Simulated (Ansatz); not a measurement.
## Run report: BSiNH$_{6}$F$_{2}$, molecular dynamics (part 1 of 5)

- system: BSiNH$_{6}$F$_{2}$
- method: RHF/6-31G* (Ansatz 0.2.0)

It belongs to a series of runs on one base structure; here: dynamics from the highest image of the converged band. Figures and captions count atoms from 1; the log counts them from 0 in places.

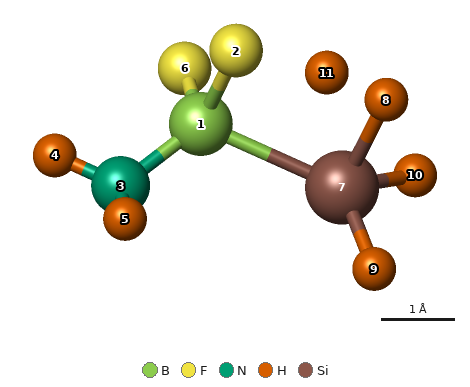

**Figure 1.** The structure as given in the input (ball-and-stick view, seen at a tilt; atoms are numbered from 1 in the order of the input). Bond lengths as drawn: B–F 1.35 to 1.58 Å, B–N 1.45 Å, B–Si 2.13 Å, H–N 1.00 Å and H–Si 1.47 to 1.68 Å.

Key numbers:

| quantity | value |
| --- | --- |
| outcome | finished |
| mean temperature over the second half | 1554 K |
| trajectory | 200 steps, 100 fs |
| ensemble | nve |
| temperature in the input | 300.0 K |
| time step | 0.5 fs |
| potential energy (last step) | −15523.2997 eV |
| mean-field energy (last step) | −15523.2997 eV |
| largest force (length of the vector) (last step) | 2.591 eV/Å |
| hardware | 1 thread of Arm Neoverse V2, 24 GiB of memory available, shared host |
| wall time | 5.1 min |
| peak memory | 0.16 GiB |

Notes:

So short a trajectory is not equilibrated.

Input:
```yaml
crystal:
  periodic: [false, false, false]
  atoms:
    - { symbol: B, position_ang: [0.162873, 0.286973, -0.083386] }
    - { symbol: F, position_ang: [0.527808, -0.028722, 1.41708] }
    - { symbol: "N", position_ang: [1.200671, -0.075556, -1.028564] }
    - { symbol: H, position_ang: [1.179752, -1.032623, -1.320172] }
    - { symbol: H, position_ang: [2.139358, 0.200909, -0.832229] }
    - { symbol: F, position_ang: [-1.045354, -0.29283, -0.282574] }
    - { symbol: Si, position_ang: [-0.028841, 2.347572, 0.411363] }
    - { symbol: H, position_ang: [0.114171, 2.013618, 2.048231] }
    - { symbol: H, position_ang: [1.069562, 3.333146, 0.375014] }
    - { symbol: H, position_ang: [-1.293652, 3.095906, 0.522947] }
    - { symbol: H, position_ang: [0.294752, 1.134508, 1.904688] }
basis:
  gaussian: { orbitals: "6-31G*" }
hamiltonian:
  xc: hf
md:
  timestep: 0.5
  n_steps: 200
  ensemble: nve
  temperature: 300.0
  initial_velocities: maxwell_boltzmann
  seed: 3456
```

Command:
```bash
ansatz run input.yaml --threads 1 --pin off --max-ram 2048MiB --backend cpu --events-out ev --progress --plain --runs-dir out
```

The program's output:
```
Engine: ansatz 0.2.0, aarch64-unknown-linux-gnu
Functional definition: HF
  exchange = exact_x
  correlation = 0
975 factors; integrals over basis functions are off by at most 6.8e-4 eV
mean field evaluation 1: about -15517.9376 eV, gradient 4.1e1 eV
mean field evaluation 2: about -15518.0091 eV, gradient 4.1e1 eV
mean field evaluation 4: about -15521.6719 eV, gradient 3.1e0 eV
mean field evaluation 8: about -15521.7114 eV, gradient 2.6e-1 eV
mean field -15521.71159691 eV, -570.4123801926 hartree, gradient 1.1e-5 eV, S^2 0.000000; 0 other end points of the search recorded, 0 dependent functions left out
the calculation of the forces begins
reference -15521.71159691 eV, -570.4123801926 hartree; 25, 25 occupied and 66, 66 virtual orbitals, 975 factors
md step     0: t =     0.00 fs  T =   300.0 K  F+E_penalty+E_count = -15521.71159691 eV  E_kin = 0.349002 eV  conserved = -15521.36259492 eV  (35 SCF iters)
these checks for a lower state are left out or cut short: starts, cluster_reference, orbital_swaps, neighbouring_geometries, increment
975 factors; integrals over basis functions are off by at most 6.8e-4 eV
mean field evaluation 16: about -15521.7054 eV, gradient 3.6e-1 eV
mean field -15521.70563524 eV, -570.4121611052 hartree, gradient 2.6e-5 eV, S^2 0.000000; 0 other end points of the search recorded, 0 dependent functions left out
the calculation of the forces begins
reference -15521.70563524 eV, -570.4121611052 hartree; 25, 25 occupied and 66, 66 virtual orbitals, 975 factors
md step     1: t =     0.50 fs  T =   295.0 K  F+E_penalty+E_count = -15521.70563524 eV  E_kin = 0.343194 eV  conserved = -15521.36244156 eV  (32 SCF iters)
[... from here on the SCF iterations and repeated set-up lines of each step are left out, up to the last step ...]
md step     2: t =     1.00 fs  T =   281.9 K  F+E_penalty+E_count = -15521.68998828 eV  E_kin = 0.327895 eV  conserved = -15521.36209288 eV  (32 SCF iters)
md step     3: t =     1.50 fs  T =   264.9 K  F+E_penalty+E_count = -15521.66992249 eV  E_kin = 0.308206 eV  conserved = -15521.36171632 eV  (32 SCF iters)
md step     4: t =     2.00 fs  T =   249.0 K  F+E_penalty+E_count = -15521.65113594 eV  E_kin = 0.289627 eV  conserved = -15521.36150891 eV  (32 SCF iters)
md step     5: t =     2.50 fs  T =   236.6 K  F+E_penalty+E_count = -15521.63682603 eV  E_kin = 0.275271 eV  conserved = -15521.36155498 eV  (32 SCF iters)
md step     6: t =     3.00 fs  T =   227.5 K  F+E_penalty+E_count = -15521.62642711 eV  E_kin = 0.264662 eV  conserved = -15521.36176558 eV  (32 SCF iters)
md step     7: t =     3.50 fs  T =   219.1 K  F+E_penalty+E_count = -15521.61688623 eV  E_kin = 0.254923 eV  conserved = -15521.36196307 eV  (33 SCF iters)
md step     8: t =     4.00 fs  T =   209.1 K  F+E_penalty+E_count = -15521.60528127 eV  E_kin = 0.243262 eV  conserved = -15521.36201888 eV  (34 SCF iters)
md step     9: t =     4.50 fs  T =   196.7 K  F+E_penalty+E_count = -15521.59078576 eV  E_kin = 0.228867 eV  conserved = -15521.36191848 eV  (33 SCF iters)
md step    10: t =     5.00 fs  T =   183.3 K  F+E_penalty+E_count = -15521.57496074 eV  E_kin = 0.213228 eV  conserved = -15521.36173285 eV  (33 SCF iters)
md step    11: t =     5.50 fs  T =   171.2 K  F+E_penalty+E_count = -15521.56071787 eV  E_kin = 0.199161 eV  conserved = -15521.36155697 eV  (34 SCF iters)
md step    12: t =     6.00 fs  T =   162.8 K  F+E_penalty+E_count = -15521.55086255 eV  E_kin = 0.189400 eV  conserved = -15521.36146273 eV  (26 SCF iters)
md step    13: t =     6.50 fs  T =   159.4 K  F+E_penalty+E_count = -15521.54693824 eV  E_kin = 0.185454 eV  conserved = -15521.36148389 eV  (26 SCF iters)
md step    14: t =     7.00 fs  T =   160.8 K  F+E_penalty+E_count = -15521.54866961 eV  E_kin = 0.187055 eV  conserved = -15521.36161473 eV  (26 SCF iters)
md step    15: t =     7.50 fs  T =   165.2 K  F+E_penalty+E_count = -15521.55404474 eV  E_kin = 0.192230 eV  conserved = -15521.36181470 eV  (26 SCF iters)
md step    16: t =     8.00 fs  T =   170.2 K  F+E_penalty+E_count = -15521.55997629 eV  E_kin = 0.197963 eV  conserved = -15521.36201302 eV  (33 SCF iters)
md step    17: t =     8.50 fs  T =   173.1 K  F+E_penalty+E_count = -15521.56344822 eV  E_kin = 0.201328 eV  conserved = -15521.36212034 eV  (33 SCF iters)
md step    18: t =     9.00 fs  T =   172.7 K  F+E_penalty+E_count = -15521.56293305 eV  E_kin = 0.200877 eV  conserved = -15521.36205629 eV  (32 SCF iters)
md step    19: t =     9.50 fs  T =   170.0 K  F+E_penalty+E_count = -15521.55960242 eV  E_kin = 0.197802 eV  conserved = -15521.36180025 eV  (33 SCF iters)
md step    20: t =    10.00 fs  T =   168.6 K  F+E_penalty+E_count = -15521.55756648 eV  E_kin = 0.196130 eV  conserved = -15521.36143668 eV  (33 SCF iters)
md step    21: t =    10.50 fs  T =   173.1 K  F+E_penalty+E_count = -15521.56250107 eV  E_kin = 0.201357 eV  conserved = -15521.36114452 eV  (27 SCF iters)
md step    22: t =    11.00 fs  T =   187.2 K  F+E_penalty+E_count = -15521.57890509 eV  E_kin = 0.217808 eV  conserved = -15521.36109739 eV  (37 SCF iters)
md step    23: t =    11.50 fs  T =   211.6 K  F+E_penalty+E_count = -15521.60749802 eV  E_kin = 0.246161 eV  conserved = -15521.36133666 eV  (27 SCF iters)
md step    24: t =    12.00 fs  T =   243.2 K  F+E_penalty+E_count = -15521.64460428 eV  E_kin = 0.282868 eV  conserved = -15521.36173612 eV  (27 SCF iters)
md step    25: t =    12.50 fs  T =   276.7 K  F+E_penalty+E_count = -15521.68403216 eV  E_kin = 0.321936 eV  conserved = -15521.36209613 eV  (32 SCF iters)
md step    26: t =    13.00 fs  T =   307.6 K  F+E_penalty+E_count = -15521.72009430 eV  E_kin = 0.357821 eV  conserved = -15521.36227289 eV  (33 SCF iters)
md step    27: t =    13.50 fs  T =   333.2 K  F+E_penalty+E_count = -15521.74986283 eV  E_kin = 0.387626 eV  conserved = -15521.36223713 eV  (32 SCF iters)
md step    28: t =    14.00 fs  T =   353.9 K  F+E_penalty+E_count = -15521.77371436 eV  E_kin = 0.411664 eV  conserved = -15521.36205033 eV  (32 SCF iters)
md step    29: t =    14.50 fs  T =   371.9 K  F+E_penalty+E_count = -15521.79443900 eV  E_kin = 0.432627 eV  conserved = -15521.36181225 eV  (32 SCF iters)
md step    30: t =    15.00 fs  T =   390.3 K  F+E_penalty+E_count = -15521.81570384 eV  E_kin = 0.454088 eV  conserved = -15521.36161572 eV  (32 SCF iters)
md step    31: t =    15.50 fs  T =   411.8 K  F+E_penalty+E_count = -15521.84056647 eV  E_kin = 0.479041 eV  conserved = -15521.36152543 eV  (32 SCF iters)
md step    32: t =    16.00 fs  T =   437.4 K  F+E_penalty+E_count = -15521.87042723 eV  E_kin = 0.508860 eV  conserved = -15521.36156740 eV  (33 SCF iters)
md step    33: t =    16.50 fs  T =   466.7 K  F+E_penalty+E_count = -15521.90461359 eV  E_kin = 0.542890 eV  conserved = -15521.36172362 eV  (33 SCF iters)
md step    34: t =    17.00 fs  T =   497.5 K  F+E_penalty+E_count = -15521.94069081 eV  E_kin = 0.578761 eV  conserved = -15521.36192937 eV  (32 SCF iters)
md step    35: t =    17.50 fs  T =   527.3 K  F+E_penalty+E_count = -15521.97550342 eV  E_kin = 0.613417 eV  conserved = -15521.36208642 eV  (33 SCF iters)
md step    36: t =    18.00 fs  T =   554.1 K  F+E_penalty+E_count = -15522.00671569 eV  E_kin = 0.644616 eV  conserved = -15521.36209957 eV  (33 SCF iters)
md step    37: t =    18.50 fs  T =   577.9 K  F+E_penalty+E_count = -15522.03423828 eV  E_kin = 0.672299 eV  conserved = -15521.36193956 eV  (33 SCF iters)
md step    38: t =    19.00 fs  T =   600.8 K  F+E_penalty+E_count = -15522.06059157 eV  E_kin = 0.698898 eV  conserved = -15521.36169339 eV  (34 SCF iters)
md step    39: t =    19.50 fs  T =   625.8 K  F+E_penalty+E_count = -15522.08950976 eV  E_kin = 0.727970 eV  conserved = -15521.36154016 eV  (33 SCF iters)
md step    40: t =    20.00 fs  T =   654.7 K  F+E_penalty+E_count = -15522.12324548 eV  E_kin = 0.761618 eV  conserved = -15521.36162701 eV  (34 SCF iters)
md step    41: t =    20.50 fs  T =   686.4 K  F+E_penalty+E_count = -15522.16041362 eV  E_kin = 0.798472 eV  conserved = -15521.36194162 eV  (34 SCF iters)
md step    42: t =    21.00 fs  T =   716.8 K  F+E_penalty+E_count = -15522.19620483 eV  E_kin = 0.833893 eV  conserved = -15521.36231163 eV  (34 SCF iters)
md step    43: t =    21.50 fs  T =   741.3 K  F+E_penalty+E_count = -15522.22495841 eV  E_kin = 0.862421 eV  conserved = -15521.36253708 eV  (35 SCF iters)
md step    44: t =    22.00 fs  T =   757.0 K  F+E_penalty+E_count = -15522.24319159 eV  E_kin = 0.880671 eV  conserved = -15521.36252087 eV  (35 SCF iters)
md step    45: t =    22.50 fs  T =   764.0 K  F+E_penalty+E_count = -15522.25113885 eV  E_kin = 0.888841 eV  conserved = -15521.36229793 eV  (36 SCF iters)
md step    46: t =    23.00 fs  T =   765.3 K  F+E_penalty+E_count = -15522.25228406 eV  E_kin = 0.890302 eV  conserved = -15521.36198230 eV  (35 SCF iters)
md step    47: t =    23.50 fs  T =   765.0 K  F+E_penalty+E_count = -15522.25162661 eV  E_kin = 0.889930 eV  conserved = -15521.36169692 eV  (35 SCF iters)
md step    48: t =    24.00 fs  T =   766.9 K  F+E_penalty+E_count = -15522.25373134 eV  E_kin = 0.892198 eV  conserved = -15521.36153287 eV  (35 SCF iters)
md step    49: t =    24.50 fs  T =   773.4 K  F+E_penalty+E_count = -15522.26126200 eV  E_kin = 0.899731 eV  conserved = -15521.36153130 eV  (35 SCF iters)
md step    50: t =    25.00 fs  T =   784.5 K  F+E_penalty+E_count = -15522.27430181 eV  E_kin = 0.912619 eV  conserved = -15521.36168290 eV  (35 SCF iters)
md step    51: t =    25.50 fs  T =   798.2 K  F+E_penalty+E_count = -15522.29050694 eV  E_kin = 0.928576 eV  conserved = -15521.36193054 eV  (34 SCF iters)
md step    52: t =    26.00 fs  T =   811.3 K  F+E_penalty+E_count = -15522.30604140 eV  E_kin = 0.943865 eV  conserved = -15521.36217618 eV  (35 SCF iters)
md step    53: t =    26.50 fs  T =   820.8 K  F+E_penalty+E_count = -15522.31714645 eV  E_kin = 0.954843 eV  conserved = -15521.36230328 eV  (35 SCF iters)
md step    54: t =    27.00 fs  T =   825.0 K  F+E_penalty+E_count = -15522.32195719 eV  E_kin = 0.959733 eV  conserved = -15521.36222405 eV  (35 SCF iters)
md step    55: t =    27.50 fs  T =   825.1 K  F+E_penalty+E_count = -15522.32179012 eV  E_kin = 0.959842 eV  conserved = -15521.36194853 eV  (34 SCF iters)
md step    56: t =    28.00 fs  T =   824.6 K  F+E_penalty+E_count = -15522.32090239 eV  E_kin = 0.959287 eV  conserved = -15521.36161539 eV  (35 SCF iters)
md step    57: t =    28.50 fs  T =   827.7 K  F+E_penalty+E_count = -15522.32434788 eV  E_kin = 0.962927 eV  conserved = -15521.36142065 eV  (35 SCF iters)
md step    58: t =    29.00 fs  T =   836.9 K  F+E_penalty+E_count = -15522.33505363 eV  E_kin = 0.973585 eV  conserved = -15521.36146897 eV  (35 SCF iters)
md step    59: t =    29.50 fs  T =   851.5 K  F+E_penalty+E_count = -15522.35227351 eV  E_kin = 0.990584 eV  conserved = -15521.36168966 eV  (34 SCF iters)
md step    60: t =    30.00 fs  T =   868.8 K  F+E_penalty+E_count = -15522.37262049 eV  E_kin = 1.010712 eV  conserved = -15521.36190806 eV  (34 SCF iters)
md step    61: t =    30.50 fs  T =   886.0 K  F+E_penalty+E_count = -15522.39267124 eV  E_kin = 1.030683 eV  conserved = -15521.36198828 eV  (34 SCF iters)
md step    62: t =    31.00 fs  T =   901.9 K  F+E_penalty+E_count = -15522.41106922 eV  E_kin = 1.049161 eV  conserved = -15521.36190835 eV  (34 SCF iters)
md step    63: t =    31.50 fs  T =   917.4 K  F+E_penalty+E_count = -15522.42895218 eV  E_kin = 1.067217 eV  conserved = -15521.36173567 eV  (34 SCF iters)
md step    64: t =    32.00 fs  T =   934.7 K  F+E_penalty+E_count = -15522.44897643 eV  E_kin = 1.087411 eV  conserved = -15521.36156572 eV  (35 SCF iters)
md step    65: t =    32.50 fs  T =   956.2 K  F+E_penalty+E_count = -15522.47383988 eV  E_kin = 1.112350 eV  conserved = -15521.36148957 eV  (35 SCF iters)
md step    66: t =    33.00 fs  T =   982.9 K  F+E_penalty+E_count = -15522.50492708 eV  E_kin = 1.143390 eV  conserved = -15521.36153745 eV  (37 SCF iters)
md step    67: t =    33.50 fs  T =  1014.1 K  F+E_penalty+E_count = -15522.54153314 eV  E_kin = 1.179800 eV  conserved = -15521.36173317 eV  (35 SCF iters)
md step    68: t =    34.00 fs  T =  1047.5 K  F+E_penalty+E_count = -15522.58061452 eV  E_kin = 1.218573 eV  conserved = -15521.36204126 eV  (35 SCF iters)
md step    69: t =    34.50 fs  T =  1078.8 K  F+E_penalty+E_count = -15522.61740326 eV  E_kin = 1.255036 eV  conserved = -15521.36236750 eV  (35 SCF iters)
md step    70: t =    35.00 fs  T =  1104.0 K  F+E_penalty+E_count = -15522.64692632 eV  E_kin = 1.284352 eV  conserved = -15521.36257468 eV  (35 SCF iters)
md step    71: t =    35.50 fs  T =  1120.5 K  F+E_penalty+E_count = -15522.66612348 eV  E_kin = 1.303578 eV  conserved = -15521.36254556 eV  (35 SCF iters)
md step    72: t =    36.00 fs  T =  1128.9 K  F+E_penalty+E_count = -15522.67557443 eV  E_kin = 1.313302 eV  conserved = -15521.36227283 eV  (35 SCF iters)
md step    73: t =    36.50 fs  T =  1132.6 K  F+E_penalty+E_count = -15522.67950721 eV  E_kin = 1.317603 eV  conserved = -15521.36190414 eV  (37 SCF iters)
md step    74: t =    37.00 fs  T =  1136.2 K  F+E_penalty+E_count = -15522.68350835 eV  E_kin = 1.321844 eV  conserved = -15521.36166422 eV  (37 SCF iters)
md step    75: t =    37.50 fs  T =  1142.8 K  F+E_penalty+E_count = -15522.69116247 eV  E_kin = 1.329479 eV  conserved = -15521.36168381 eV  (36 SCF iters)
md step    76: t =    38.00 fs  T =  1152.0 K  F+E_penalty+E_count = -15522.70212021 eV  E_kin = 1.340223 eV  conserved = -15521.36189679 eV  (34 SCF iters)
md step    77: t =    38.50 fs  T =  1161.3 K  F+E_penalty+E_count = -15522.71307335 eV  E_kin = 1.350960 eV  conserved = -15521.36211349 eV  (36 SCF iters)
md step    78: t =    39.00 fs  T =  1167.7 K  F+E_penalty+E_count = -15522.72059597 eV  E_kin = 1.358414 eV  conserved = -15521.36218182 eV  (37 SCF iters)
md step    79: t =    39.50 fs  T =  1170.3 K  F+E_penalty+E_count = -15522.72351227 eV  E_kin = 1.361437 eV  conserved = -15521.36207557 eV  (37 SCF iters)
md step    80: t =    40.00 fs  T =  1170.4 K  F+E_penalty+E_count = -15522.72340526 eV  E_kin = 1.361535 eV  conserved = -15521.36187021 eV  (38 SCF iters)
md step    81: t =    40.50 fs  T =  1170.6 K  F+E_penalty+E_count = -15522.72351249 eV  E_kin = 1.361835 eV  conserved = -15521.36167719 eV  (38 SCF iters)
md step    82: t =    41.00 fs  T =  1173.7 K  F+E_penalty+E_count = -15522.72700089 eV  E_kin = 1.365415 eV  conserved = -15521.36158561 eV  (37 SCF iters)
md step    83: t =    41.50 fs  T =  1181.0 K  F+E_penalty+E_count = -15522.73550514 eV  E_kin = 1.373866 eV  conserved = -15521.36163873 eV  (37 SCF iters)
md step    84: t =    42.00 fs  T =  1191.9 K  F+E_penalty+E_count = -15522.74838949 eV  E_kin = 1.386565 eV  conserved = -15521.36182496 eV  (37 SCF iters)
md step    85: t =    42.50 fs  T =  1204.1 K  F+E_penalty+E_count = -15522.76289751 eV  E_kin = 1.400815 eV  conserved = -15521.36208279 eV  (37 SCF iters)
md step    86: t =    43.00 fs  T =  1214.4 K  F+E_penalty+E_count = -15522.77512681 eV  E_kin = 1.412813 eV  conserved = -15521.36231402 eV  (36 SCF iters)
md step    87: t =    43.50 fs  T =  1219.9 K  F+E_penalty+E_count = -15522.78158605 eV  E_kin = 1.419175 eV  conserved = -15521.36241104 eV  (37 SCF iters)
md step    88: t =    44.00 fs  T =  1219.4 K  F+E_penalty+E_count = -15522.78085576 eV  E_kin = 1.418549 eV  conserved = -15521.36230632 eV  (36 SCF iters)
md step    89: t =    44.50 fs  T =  1214.2 K  F+E_penalty+E_count = -15522.77457962 eV  E_kin = 1.412551 eV  conserved = -15521.36202812 eV  (37 SCF iters)
md step    90: t =    45.00 fs  T =  1207.9 K  F+E_penalty+E_count = -15522.76695958 eV  E_kin = 1.405242 eV  conserved = -15521.36171788 eV  (36 SCF iters)
md step    91: t =    45.50 fs  T =  1204.3 K  F+E_penalty+E_count = -15522.76258833 eV  E_kin = 1.401034 eV  conserved = -15521.36155406 eV  (37 SCF iters)
md step    92: t =    46.00 fs  T =  1205.3 K  F+E_penalty+E_count = -15522.76379905 eV  E_kin = 1.402181 eV  conserved = -15521.36161774 eV  (37 SCF iters)
md step    93: t =    46.50 fs  T =  1210.0 K  F+E_penalty+E_count = -15522.76948740 eV  E_kin = 1.407659 eV  conserved = -15521.36182797 eV  (36 SCF iters)
md step    94: t =    47.00 fs  T =  1215.7 K  F+E_penalty+E_count = -15522.77632459 eV  E_kin = 1.414306 eV  conserved = -15521.36201825 eV  (37 SCF iters)
md step    95: t =    47.50 fs  T =  1219.9 K  F+E_penalty+E_count = -15522.78124658 eV  E_kin = 1.419173 eV  conserved = -15521.36207350 eV  (38 SCF iters)
md step    96: t =    48.00 fs  T =  1221.7 K  F+E_penalty+E_count = -15522.78324245 eV  E_kin = 1.421251 eV  conserved = -15521.36199121 eV  (35 SCF iters)
md step    97: t =    48.50 fs  T =  1222.0 K  F+E_penalty+E_count = -15522.78348194 eV  E_kin = 1.421639 eV  conserved = -15521.36184272 eV  (36 SCF iters)
md step    98: t =    49.00 fs  T =  1222.8 K  F+E_penalty+E_count = -15522.78426800 eV  E_kin = 1.422561 eV  conserved = -15521.36170710 eV  (37 SCF iters)
md step    99: t =    49.50 fs  T =  1225.9 K  F+E_penalty+E_count = -15522.78780120 eV  E_kin = 1.426168 eV  conserved = -15521.36163296 eV  (37 SCF iters)
md step   100: t =    50.00 fs  T =  1232.4 K  F+E_penalty+E_count = -15522.79535887 eV  E_kin = 1.433720 eV  conserved = -15521.36163873 eV  (37 SCF iters)
md step   101: t =    50.50 fs  T =  1242.3 K  F+E_penalty+E_count = -15522.80694746 eV  E_kin = 1.445224 eV  conserved = -15521.36172367 eV  (37 SCF iters)
md step   102: t =    51.00 fs  T =  1254.5 K  F+E_penalty+E_count = -15522.82129382 eV  E_kin = 1.459424 eV  conserved = -15521.36187003 eV  (37 SCF iters)
md step   103: t =    51.50 fs  T =  1267.1 K  F+E_penalty+E_count = -15522.83614899 eV  E_kin = 1.474114 eV  conserved = -15521.36203458 eV  (37 SCF iters)
md step   104: t =    52.00 fs  T =  1278.1 K  F+E_penalty+E_count = -15522.84900313 eV  E_kin = 1.486856 eV  conserved = -15521.36214678 eV  (37 SCF iters)
md step   105: t =    52.50 fs  T =  1286.0 K  F+E_penalty+E_count = -15522.85819933 eV  E_kin = 1.496068 eV  conserved = -15521.36213163 eV  (37 SCF iters)
md step   106: t =    53.00 fs  T =  1291.2 K  F+E_penalty+E_count = -15522.86406356 eV  E_kin = 1.502104 eV  conserved = -15521.36195977 eV  (37 SCF iters)
md step   107: t =    53.50 fs  T =  1295.9 K  F+E_penalty+E_count = -15522.86929083 eV  E_kin = 1.507596 eV  conserved = -15521.36169445 eV  (37 SCF iters)
md step   108: t =    54.00 fs  T =  1303.5 K  F+E_penalty+E_count = -15522.87793472 eV  E_kin = 1.516456 eV  conserved = -15521.36147907 eV  (38 SCF iters)
md step   109: t =    54.50 fs  T =  1316.7 K  F+E_penalty+E_count = -15522.89323311 eV  E_kin = 1.531795 eV  conserved = -15521.36143857 eV  (29 SCF iters)
```
